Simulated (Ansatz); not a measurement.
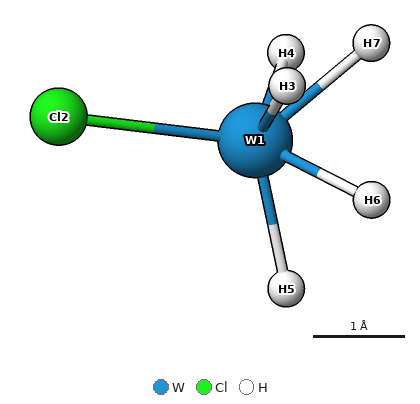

Fig. 1: The input geometry (ball-and-stick view, seen at a tilt; atoms are numbered from 1 in the order of the input). Sticks mark near contacts.

**Nudged elastic band of WH5Cl**

- system: WH5Cl
- method: RKS B3LYP-D4/def2-SVP (Ansatz 0.2.0)

It belongs to a series of runs on one base structure; here: band between the two ends. Figures and captions count atoms from 1; the log counts them from 0 in places.

**Output**
```
Engine: ansatz 0.2.0, aarch64-unknown-linux-gnu
Functional definition: B3LYP
  parameter a0 = 0.2
  parameter ax = 0.72
  parameter ac = 0.81
  exchange = (1 - a0 - ax)*slater_x + ax*b88_x + a0*exact_x
  correlation = (1 - ac)*vwn_rpa_c + ac*lyp_c
803 factors; integrals over basis functions are off by at most 4.0e-4 eV
mean field evaluation 1: about -14424.7107 eV, gradient 2.0e1 eV
mean field evaluation 2: about -14424.4672 eV, gradient 2.4e1 eV
mean field evaluation 4: about -14425.8686 eV, gradient 3.9e0 eV
mean field evaluation 8: about -14425.9329 eV, gradient 1.4e-1 eV
mean field evaluation 16: about -14425.9329 eV, gradient 9.7e-6 eV
mean field -14425.93294229 eV, -530.1432573807 hartree, gradient 9.7e-6 eV, S^2 0.000000; 0 other end points of the search recorded, 0 dependent functions left out
the calculation of the forces begins
reference -14425.93321823 eV, -530.1432675211 hartree; 18, 18 occupied and 57, 57 virtual orbitals, 803 factors
802 factors; integrals over basis functions are off by at most 3.1e-4 eV
mean field evaluation 32: about -14424.5464 eV, gradient 7.3e-5 eV
mean field -14424.54643841 eV, -530.0923043029 hartree, gradient 7.3e-5 eV, S^2 0.000000; 0 other end points of the search recorded, 0 dependent functions left out
[... from here on the field's lines of each further geometry are left out, up to the last ...]
NEB iter   1: max|band force component| = 6.667e0 eV/Å  barrier→ = 6.7778 eV  barrier← = 5.3968 eV  Δτ_max = 0.1938 Å  (603 SCF iters)
NEB iter   2: max|band force component| = 4.343e0 eV/Å  barrier→ = 5.1088 eV  barrier← = 3.7278 eV  Δτ_max = 0.2000 Å  (215 SCF iters)
NEB iter   3: max|band force component| = 4.834e0 eV/Å  barrier→ = 4.1327 eV  barrier← = 2.7517 eV  Δτ_max = 0.1018 Å  (187 SCF iters)
NEB iter   4: max|band force component| = 3.702e0 eV/Å  barrier→ = 2.9662 eV  barrier← = 1.5851 eV  Δτ_max = 0.1017 Å  (178 SCF iters)
NEB iter   5: max|band force component| = 1.761e0 eV/Å  barrier→ = 2.0155 eV  barrier← = 0.6344 eV  Δτ_max = 0.2000 Å  (174 SCF iters)
NEB iter   6: max|band force component| = 1.694e0 eV/Å  barrier→ = 1.3811 eV  barrier← = 0.0000 eV  Δτ_max = 0.2000 Å  (179 SCF iters)
NEB iter   7: max|band force component| = 1.164e0 eV/Å  barrier→ = 1.3811 eV  barrier← = 0.0000 eV  Δτ_max = 0.2000 Å  (166 SCF iters)
NEB iter   8: max|band force component| = 6.984e-1 eV/Å  barrier→ = 1.3811 eV  barrier← = 0.0000 eV  Δτ_max = 0.0812 Å  (168 SCF iters)
NEB iter   9: max|band force component| = 2.758e-1 eV/Å  barrier→ = 0.7604 eV  barrier← = -0.6207 eV  CI = image 2  Δτ_max = 0.2000 Å  (166 SCF iters)
NEB iter  10: max|band force component| = 5.407e-1 eV/Å  barrier→ = 0.8482 eV  barrier← = -0.5329 eV  CI = image 2  Δτ_max = 0.0998 Å  (169 SCF iters)
NEB iter  11: max|band force component| = 3.020e-1 eV/Å  barrier→ = 0.8565 eV  barrier← = -0.5246 eV  CI = image 2  Δτ_max = 0.1935 Å  (168 SCF iters)
NEB iter  12: max|band force component| = 4.137e-1 eV/Å  barrier→ = 0.7789 eV  barrier← = -0.6021 eV  CI = image 5  Δτ_max = 0.2000 Å  (163 SCF iters)
NEB iter  13: max|band force component| = 9.686e-1 eV/Å  barrier→ = 1.0863 eV  barrier← = -0.2948 eV  CI = image 5  Δτ_max = 0.1003 Å  (173 SCF iters)
NEB iter  14: max|band force component| = 6.988e-1 eV/Å  barrier→ = 1.0938 eV  barrier← = -0.2873 eV  CI = image 5  Δτ_max = 0.2000 Å  (160 SCF iters)
NEB iter  15: max|band force component| = 6.414e-1 eV/Å  barrier→ = 1.2957 eV  barrier← = -0.0853 eV  CI = image 5  Δτ_max = 0.1644 Å  (167 SCF iters)
NEB iter  16: max|band force component| = 3.950e-1 eV/Å  barrier→ = 1.3512 eV  barrier← = -0.0299 eV  CI = image 5  Δτ_max = 0.2000 Å  (160 SCF iters)
NEB iter  17: max|band force component| = 5.237e-1 eV/Å  barrier→ = 1.3729 eV  barrier← = -0.0081 eV  CI = image 5  Δτ_max = 0.1005 Å  (165 SCF iters)
NEB iter  18: max|band force component| = 3.524e-1 eV/Å  barrier→ = 1.3786 eV  barrier← = -0.0025 eV  CI = image 5  Δτ_max = 0.1025 Å  (167 SCF iters)
NEB iter  19: max|band force component| = 5.278e-1 eV/Å  barrier→ = 1.3802 eV  barrier← = -0.0009 eV  CI = image 5  Δτ_max = 0.1018 Å  (162 SCF iters)
NEB iter  20: max|band force component| = 5.846e-1 eV/Å  barrier→ = 1.3807 eV  barrier← = -0.0004 eV  CI = image 5  Δτ_max = 0.1005 Å  (162 SCF iters)
NEB iter  21: max|band force component| = 4.666e-1 eV/Å  barrier→ = 1.3809 eV  barrier← = -0.0002 eV  CI = image 5  Δτ_max = 0.1008 Å  (155 SCF iters)
NEB iter  22: max|band force component| = 3.965e-1 eV/Å  barrier→ = 1.3810 eV  barrier← = -0.0001 eV  CI = image 5  Δτ_max = 0.0982 Å  (153 SCF iters)
NEB iter  23: max|band force component| = 5.205e-1 eV/Å  barrier→ = 1.3810 eV  barrier← = -0.0001 eV  CI = image 5  Δτ_max = 0.0503 Å  (162 SCF iters)
NEB iter  24: max|band force component| = 2.535e-1 eV/Å  barrier→ = 1.3809 eV  barrier← = -0.0002 eV  CI = image 5  Δτ_max = 0.1015 Å  (167 SCF iters)
NEB iter  25: max|band force component| = 2.860e-1 eV/Å  barrier→ = 1.3807 eV  barrier← = -0.0004 eV  CI = image 5  Δτ_max = 0.0294 Å  (164 SCF iters)
NEB iter  26: max|band force component| = 1.712e-1 eV/Å  barrier→ = 1.3805 eV  barrier← = -0.0005 eV  CI = image 5  Δτ_max = 0.0265 Å  (162 SCF iters)
NEB iter  27: max|band force component| = 4.058e-2 eV/Å  barrier→ = 1.3806 eV  barrier← = -0.0005 eV  CI = image 5  Δτ_max = 0.0088 Å  (153 SCF iters)
the calculation of the forces begins
reference -14425.73078622 eV, -530.1358282821 hartree; 18, 18 occupied and 57, 57 virtual orbitals, 803 factors
802 factors; integrals over basis functions are off by at most 3.1e-4 eV
mean field evaluation 1248: about -14424.5575 eV, gradient 3.6e-1 eV
mean field -14424.54674286 eV, -530.0923154913 hartree, gradient 1.3e-5 eV, S^2 0.000000; 1 other end points of the search recorded, 0 dependent functions left out
the calculation of the forces begins
reference -14424.54702228 eV, -530.0923257595 hartree; 18, 18 occupied and 57, 57 virtual orbitals, 802 factors
NEB iter  28: max|band force component| = 1.556e-2 eV/Å  barrier→ = 1.3808 eV  barrier← = -0.0003 eV  CI = image 5  Δτ_max = 0.0000 Å  (286 SCF iters)
```

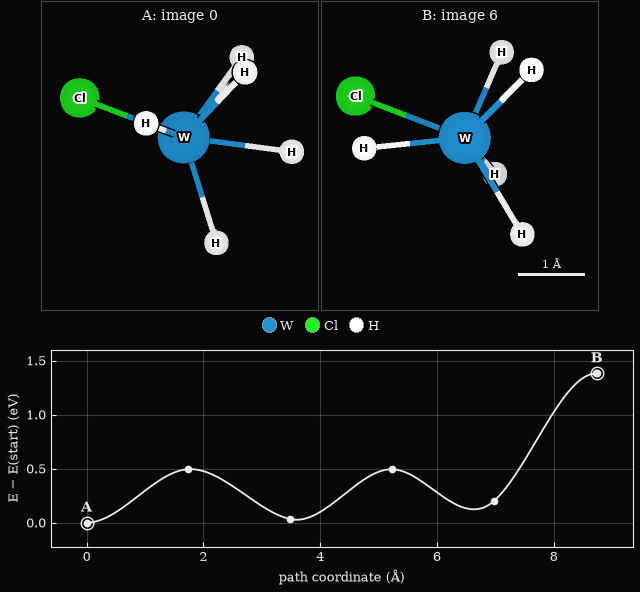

Fig. 2: Images of the last band (counted from 0; ball-and-stick, seen at a tilt) above the energy along the path; the line is a cubic interpolation that uses the forces. No image lies above both ends; the end is 1.381 eV above the start. The path is 8.74 Å long. The band converged in 28 iterations.

```
Total energy: -14424.79128707 eV, -530.1013023252 hartree
Atom 0 at    -0.076642     0.157180    -0.006268 Å, force    -0.002427     0.001607    -0.002433 eV/Å
Atom 1 at     0.361816    -0.927266     2.083557 Å, force     0.004141    -0.009558     0.014482 eV/Å
Atom 2 at     1.447955     0.589566     0.517200 Å, force    -0.002003     0.015778     0.010262 eV/Å
Atom 3 at     0.379924     1.741697    -0.473060 Å, force     0.003242    -0.005427    -0.011737 eV/Å
Atom 4 at    -1.507088     0.165187     0.911231 Å, force     0.002374    -0.000094     0.002675 eV/Å
Atom 5 at     0.927988    -1.148551    -0.275020 Å, force    -0.009297    -0.007291    -0.009059 eV/Å
Atom 6 at    -0.312654    -0.577812    -1.536340 Å, force     0.003969     0.004984    -0.004190 eV/Å
Dipole moment:    -0.245306     0.256118    -0.401042 e Å
this run last wrote the band of iteration 28 to [file]
```

**The last band as extended XYZ (Å, eV, eV/Å)**
```
7
Properties=species:S:1:pos:R:3:forces:R:3 image=0 energy=-14426.17178
W     0.0024    0.1646    0.3748    0.0174  -0.0091  -0.0034
Cl    0.9245    0.2800    2.4579   -0.0052  -0.0033  -0.0168
H     1.3460   -0.7414    0.0171   -0.0140   0.0084   0.0019
H    -0.1385    1.7153   -0.3128   -0.0056   0.0074   0.0047
H    -1.5120   -0.6112    0.4227   -0.0071   0.0033   0.0056
H    -0.1571   -1.1767   -0.6251    0.0057  -0.0065   0.0057
H     0.7559    0.3694   -1.1133    0.0088  -0.0003   0.0024
7
Properties=species:S:1:pos:R:3:forces:R:3 image=1 energy=-14425.67681
W    -0.0986    0.2998    0.5139   -0.0013   0.0041   0.0009
Cl    0.8510   -0.2533    2.5365    0.0071  -0.0020  -0.0015
H     1.3499    0.0186   -0.2293    0.0011  -0.0083   0.0111
H     0.4461    1.6305   -0.3933   -0.0122   0.0062  -0.0037
H    -1.5076   -0.4497   -0.0783    0.0006  -0.0012   0.0054
H     0.2651   -1.2335    0.0114   -0.0129   0.0069  -0.0087
H    -0.0848   -0.0124   -1.1397    0.0176  -0.0058  -0.0035
7
Properties=species:S:1:pos:R:3:forces:R:3 image=2 energy=-14426.13852
W     0.0626   -0.1576    0.3616    0.0142  -0.1352  -0.0086
Cl    0.3390    0.1218    2.6009    0.0062   0.1137   0.0076
H     1.2617   -0.1466   -0.8239   -0.0020   0.0286   0.0099
H     0.9336    1.2343    0.0549   -0.0888  -0.0686   0.0689
H    -1.5736   -0.3173   -0.0872    0.0024   0.1259   0.0071
H     0.6697   -1.6756   -0.0811    0.0723  -0.0622  -0.0809
H    -0.4716    0.9411   -0.8039   -0.0043  -0.0022  -0.0040
7
Properties=species:S:1:pos:R:3:forces:R:3 image=3 energy=-14425.67756
W    -0.0974   -0.3546    0.4602    0.0007   0.0016  -0.0010
Cl    0.8260   -0.0983    2.5534    0.0006  -0.0033  -0.0015
H     1.3599    0.0670   -0.1947    0.0000   0.0040   0.0041
H     0.2315    1.2430    0.1920   -0.0039   0.0008  -0.0035
H    -1.5074    0.4660   -0.0239    0.0005   0.0023   0.0041
H     0.4644   -1.5251   -0.6389   -0.0027   0.0010  -0.0002
H    -0.0557    0.2020   -1.1269    0.0047  -0.0064  -0.0020
7
Properties=species:S:1:pos:R:3:forces:R:3 image=4 energy=-14425.97054
W    -0.0004   -0.1502    0.3023    0.0324  -0.1775   0.1742
Cl    0.8035   -0.7905    2.3290    0.2118   0.0939   0.1306
H     1.3455    0.8386    0.2871   -0.0502   0.0237  -0.1534
H    -0.0810    1.3482   -0.4976   -0.1861  -0.1971   0.1236
H    -1.5444    0.4957    0.6273   -0.0191   0.1472  -0.2248
H     0.1357   -1.6038   -0.5316   -0.3560  -0.2055  -0.1769
H     0.5626   -0.1381   -1.2952    0.3673   0.3152   0.1268
7
Properties=species:S:1:pos:R:3:forces:R:3 image=5 energy=-14424.79101
W    -0.0766    0.1572   -0.0063   -0.0024   0.0016  -0.0024
Cl    0.3618   -0.9273    2.0836    0.0041  -0.0096   0.0145
H     1.4480    0.5896    0.5172   -0.0020   0.0158   0.0103
H     0.3799    1.7417   -0.4731    0.0032  -0.0054  -0.0117
H    -1.5071    0.1652    0.9112    0.0024  -0.0001   0.0027
H     0.9280   -1.1486   -0.2750   -0.0093  -0.0073  -0.0091
H    -0.3127   -0.5778   -1.5363    0.0040   0.0050  -0.0042
7
Properties=species:S:1:pos:R:3:forces:R:3 image=6 energy=-14424.79071
W    -0.0853    0.1550   -0.0017    0.0136  -0.0047  -0.0003
Cl    0.4214   -0.9340    2.0728    0.0063  -0.0036   0.0038
H     1.4448    0.6084    0.4875   -0.0087   0.0096   0.0027
H     0.3271    1.7529   -0.4647    0.0017  -0.0046  -0.0008
H    -1.4892    0.1232    0.9537   -0.0046   0.0037  -0.0001
H     0.9469   -1.1226   -0.2997   -0.0113  -0.0012  -0.0037
H    -0.3444   -0.5829   -1.5265    0.0029   0.0009  -0.0017
```

The run was set up as follows.

**The input**
```yaml
crystal:
  periodic: [false, false, false]
  atoms:
    - { symbol: W, position_ang: [0.002392, 0.16462, 0.374757] }
    - { symbol: Cl, position_ang: [0.924514, 0.280003, 2.457918] }
    - { symbol: H, position_ang: [1.346049, -0.741433, 0.017095] }
    - { symbol: H, position_ang: [-0.138487, 1.715336, -0.31277] }
    - { symbol: H, position_ang: [-1.511982, -0.611178, 0.422749] }
    - { symbol: H, position_ang: [-0.157054, -1.176713, -0.62512] }
    - { symbol: H, position_ang: [0.755867, 0.369366, -1.113329] }
basis:
  gaussian: { orbitals: def2-SVP }
hamiltonian:
  xc: b3lyp
  dispersion: d4
neb:
  order_check: false
  images: 5
  f_tol: 0.03
  max_iterations: 60
  final_atoms:
    - { symbol: W, position_ang: [-0.08527091, 0.15498718, -0.00173666] }
    - { symbol: Cl, position_ang: [0.42140262, -0.93398889, 2.0727713] }
    - { symbol: H, position_ang: [1.4448215, 0.60843825, 0.48752721] }
    - { symbol: H, position_ang: [0.32709439, 1.75288025, -0.46474447] }
    - { symbol: H, position_ang: [-1.48919778, 0.12317586, 0.95367025] }
    - { symbol: H, position_ang: [0.94685111, -1.12257328, -0.2996755] }
    - { symbol: H, position_ang: [-0.34440193, -0.58291835, -1.52651214] }
  initial_path:
    images:
      - { positions_ang: [[0.002392, 0.16462, 0.374757], [0.924514, 0.280003, 2.457918], [1.346049, -0.741433, 0.017095], [-0.138487, 1.715336, -0.31277], [-1.511982, -0.611178, 0.422749], [-0.157054, -1.176713, -0.62512], [0.755867, 0.369366, -1.113329]] }
      - { positions_ang: [[0.00324379, 0.11381577, 0.24837302], [0.96923196, 0.13258994, 2.42365309], [1.50040605, -0.50066922, 0.22855615], [-0.09715773, 1.71914261, -0.16483025], [-1.57941231, -0.40858247, 0.26390791], [-0.09657137, -1.35192241, -0.46335972], [0.52155861, 0.29562679, -1.3150002]] }
      - { positions_ang: [[0.00409557, 0.06301153, 0.12198903], [1.01394992, -0.01482313, 2.38938818], [1.65476309, -0.25990544, 0.44001731], [-0.05582846, 1.72294923, -0.0168905], [-1.64684261, -0.20598694, 0.10506682], [-0.03608873, -1.52713183, -0.30159943], [0.28725021, 0.22188759, -1.5166714]] }
      - { positions_ang: [[0.00494736, 0.0122073, -0.00439495], [1.05866789, -0.16223619, 2.35512327], [1.80912014, -0.01914167, 0.65147846], [-0.01449919, 1.72675584, 0.13104925], [-1.71427292, -0.00339142, -0.05377427], [0.0243939, -1.70234124, -0.13983915], [0.05294182, 0.14814838, -1.7183426]] }
      - { positions_ang: [[-0.0251254, 0.05980059, -0.00350885], [0.84624613, -0.41948709, 2.26100595], [1.68768726, 0.19005164, 0.59682804], [0.09936534, 1.73546398, -0.06754866], [-1.63924787, 0.03879767, 0.28204057], [0.33187964, -1.50908526, -0.19311793], [-0.0795061, -0.09554053, -1.65439911]] }
      - { positions_ang: [[-0.05519815, 0.10739388, -0.00262275], [0.63382437, -0.67673799, 2.16688862], [1.56625438, 0.39924494, 0.54217763], [0.21322986, 1.74417211, -0.26614657], [-1.56422283, 0.08098676, 0.61785541], [0.63936537, -1.31582927, -0.24639672], [-0.21195401, -0.33922944, -1.59045563]] }
      - { positions_ang: [[-0.08527091, 0.15498718, -0.00173666], [0.42140262, -0.93398889, 2.0727713], [1.4448215, 0.60843825, 0.48752721], [0.32709439, 1.75288025, -0.46474447], [-1.48919778, 0.12317586, 0.95367025], [0.94685111, -1.12257328, -0.2996755], [-0.34440193, -0.58291835, -1.52651214]] }
```

Launched with:
```bash
ansatz run input.yaml --threads 1 --pin off --max-ram 2048MiB --backend cpu --events-out ev --progress --plain --runs-dir out
```

**Results in brief**

- outcome: converged
- barrier, forward: 1.381 eV
- barrier, backward: 0.000 eV
- hardware: 1 thread of Arm Neoverse V1, 24 GiB of memory available, shared host
- wall time: 8.7 min
- peak memory: 0.15 GiB

The order of the saddle point was not checked.
